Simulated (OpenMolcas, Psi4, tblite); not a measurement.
## NO (nitric oxide): the dipole moment, rung by rung

NO has 2 atoms, charge 0, and is taken as a doublet. SMILES: `[N]=O`. Geometry: relaxed at PBE0-D4/def2-TZVP.

```xyz
2

N    -0.4836    0.1770   -0.2440
O     0.4836   -0.1770    0.2440
```

Quantity: the dipole moment, in D. The values are calculated.

Measured value to compare with: NIST CCCBDB gives the dipole moment of the gas as 0.15 D.

```
              level                    kind     program  value (D)  computed − measured   CPU time
          IPEA1-xTB          semi-empirical      tblite       0.58                +0.43  under 2 s
    UHF/def2-TZVPPD            Hartree–Fock  OpenMolcas       0.21                +0.06      5.2 s
 USVWN5/def2-TZVPPD                     LDA  OpenMolcas       0.28                +0.13       11 s
  UBLYP/def2-TZVPPD                     GGA  OpenMolcas       0.23                +0.08       16 s
   UPBE/def2-TZVPPD                     GGA        Psi4       0.25                +0.10       18 s
 UM06-L/def2-TZVPPD                meta-GGA        Psi4       0.23                +0.08      2 min
 UBHLYP/def2-TZVPPD           global hybrid  OpenMolcas       0.01                -0.14       17 s
UM06-2X/def2-TZVPPD         hybrid meta-GGA  OpenMolcas       0.12                -0.03       98 s
 UHSE06/def2-TZVPPD  range-separated hybrid        Psi4       0.14                -0.01       23 s
```

Nearest: UHSE06/def2-TZVPPD (-0.01 D); farthest: IPEA1-xTB (+0.43 D). The measured dipole is a vibrational average, so differences of a few hundredths of a debye mean little. Computed less measured by kind, in D (of the ab initio rows, those in def2-TZVPPD): semi-empirical +0.43; Hartree–Fock +0.06; LDA +0.13; GGA +0.08 to +0.10; meta-GGA +0.08; global hybrid -0.14 to -0.03; range-separated hybrid -0.01. Magnitudes only. Times are those of the runs behind each value, whatever else they computed, on shared processors of several kinds: orders of magnitude only.

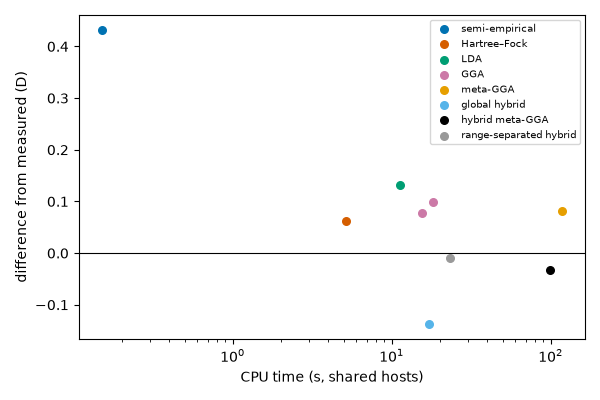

Difference from the measured value against processor time, one point a level.
